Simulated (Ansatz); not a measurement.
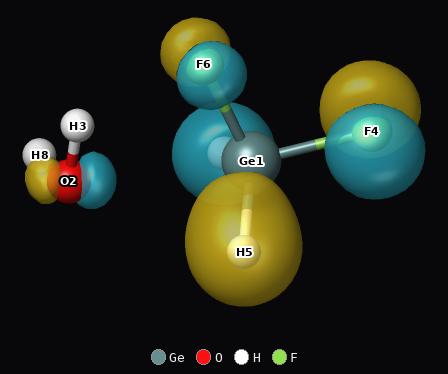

Figure. F₂GeH₂···H₂O. The HOMO−1 at ±0.15 Å⁻³ᐟ² (yellow and cyan are the two phases), seen from one side.

These are results of RKS PBE/def2-SVP in Ansatz, not measurements.

Input file:

```
crystal:
  periodic: [false, false, false]
  atoms:
    - { symbol: Ge, position_ang: [0.43984, -0.117356, -0.308271] }
    - { symbol: O, position_ang: [-0.427616, -0.285211, 2.520173] }
    - { symbol: H, position_ang: [-1.14648, -0.892205, 2.256484] }
    - { symbol: F, position_ang: [1.198863, -0.35479, -1.869226] }
    - { symbol: H, position_ang: [0.032094, 1.363593, -0.220459] }
    - { symbol: F, position_ang: [-0.992567, -1.129356, -0.382835] }
    - { symbol: H, position_ang: [1.38647, -0.749881, 0.742447] }
    - { symbol: H, position_ang: [0.377097, -0.825495, 2.313588] }
basis:
  gaussian: { orbitals: def2-SVP }
hamiltonian:
  xc: pbe
relax:
  f_tol: 0.03
  max_steps: 50
output:
  orbitals: {}
```

Command:

```sh
ansatz run input.yaml --threads 2 --pin off --max-ram 3072MiB --backend cpu --events-out ev --progress --plain --runs-dir out
```

The fields are those of the relaxed geometry.

Where does this orbital lie, and at what energy?

Answer. By Hirshfeld shares it lies mainly on F4 (about 40 %), Ge1 (about 15 %), H5 (about 15 %), H7 (about 10 %) and F6 (about 10 %). Its energy is −7.88 eV.
